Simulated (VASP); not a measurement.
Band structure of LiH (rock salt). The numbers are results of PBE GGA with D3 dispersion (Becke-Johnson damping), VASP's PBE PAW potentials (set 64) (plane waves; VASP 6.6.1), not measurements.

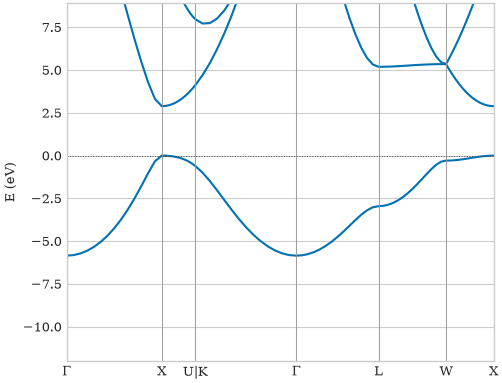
*Bands along high-symmetry lines, zero at the valence-band maximum or, without a gap, the Fermi level*

Q: Read the plot: is there a gap, and where are the band edges?

A: The gap is direct, 2.89 eV, from the valence maximum at X to the conduction minimum at X. (Edges off the drawn lines would not show.)

The compound is LiH in the rock salt structure. It was relaxed first, which changed the volume by -15 %.
